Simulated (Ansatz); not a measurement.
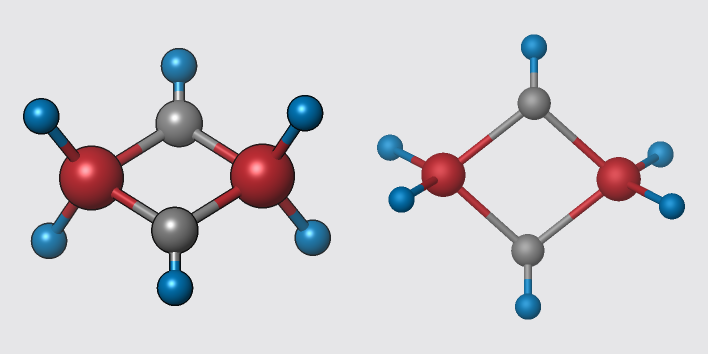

Two views of one molecule. Colours: oxygen grey, aluminium red, hydrogen blue.

The geometry was computed by an optimisation with PBE0-D4/def2-TZVP.

**Give the formula.**

Al₂H₆O₂, 10 atoms: 2 aluminium, 6 hydrogen and 2 oxygen.

**What is its SMILES?**

[OH+]1[AlH2-][OH+][AlH2-]1

**Count the bonded pairs by element.**

4 Al–O, 4 Al–H, 2 O–H.

More results for the same structure follow; atom numbers are the same in all pictures, views and colours differ.

### Geometry

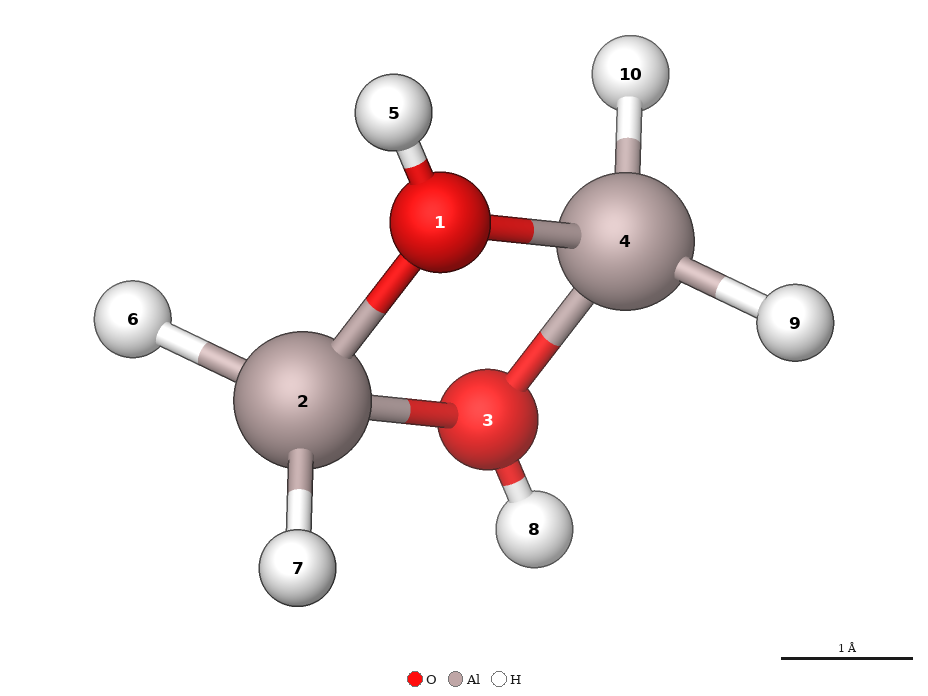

Numbered structure.

Give the bond lengths.

```
   bond  length (Å)
 O1–Al2       1.857
 O1–Al4       1.857
  O1–H5       0.957
 Al2–O3       1.857
 Al2–H6       1.585
 Al2–H7       1.585
 O3–Al4       1.857
  O3–H8       0.957
 Al4–H9       1.585
Al4–H10       1.585
```

### Electronic properties

Level of theory: RKS PBE0-D4/def2-SVP (Ansatz 0.2.0).

What does the calculation give?

- HOMO energy (Kohn–Sham orbital): −7.78 eV
- LUMO energy (Kohn–Sham orbital): −0.23 eV
- HOMO–LUMO gap: 7.56 eV
- dispersion correction: −16.1 kJ/mol

### Thermal motion

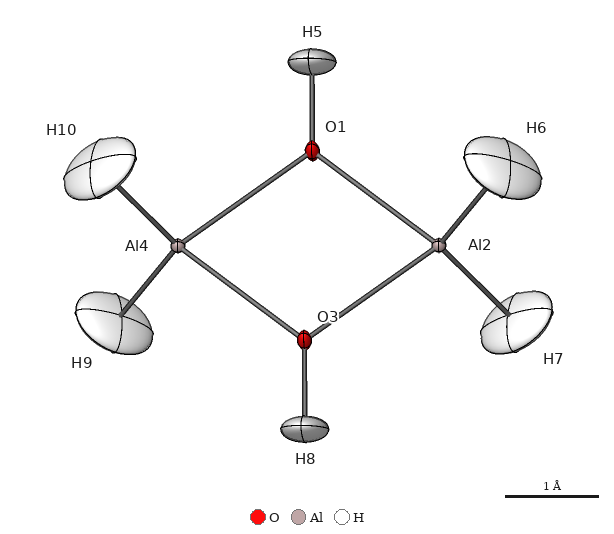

Displacement ellipsoids at the 50 % level, from the internal vibrations of the free molecule (harmonic, no overall translation or rotation; no half-axis is drawn under 0.075 Å). Vibrations computed with RKS PBE0-D4/def2-TZVP (Ansatz 0.2.0). Temperature: 600 K.

**Which atom moves most?**

H5, H8, with U_eq = 0.0641 Å².

**Does H8 move more along its bond or across it?**

Across it: the root-mean-square amplitude is 0.096 Å along the bond and up to 0.396 Å across, since bending and torsion are softer than stretching.

Give the displacement parameters, one line for each set of equivalent atoms.

```json
{"atom": "O1, O3", "U_eq (Å²)": "0.0058", "rms amplitudes (Å)": "0.047, 0.059, 0.108"}
{"atom": "Al2, Al4", "U_eq (Å²)": "0.0022", "rms amplitudes (Å)": "0.029, 0.047, 0.059"}
{"atom": "H5, H8", "U_eq (Å²)": "0.0641", "rms amplitudes (Å)": "0.090, 0.165, 0.396"}
{"atom": "H6, H7, H9, H10", "U_eq (Å²)": "0.0552", "rms amplitudes (Å)": "0.103, 0.242, 0.310"}
```

### Charges

The questions are on Mulliken charges. Method: RKS ωB97M-V/def2-TZVPP (Ansatz 0.2.0).

Give the Mulliken charges atom by atom.

| atom | value (e) |
| --- | --- |
| O1 | −0.26 |
| Al2 | 0.36 |
| O3 | −0.26 |
| Al4 | 0.36 |
| H5 | 0.17 |
| H6 | −0.13 |
| H7 | −0.13 |
| H8 | 0.17 |
| H9 | −0.13 |
| H10 | −0.13 |

Mulliken values depend strongly on the basis set and can even reverse the polarity of a bond.
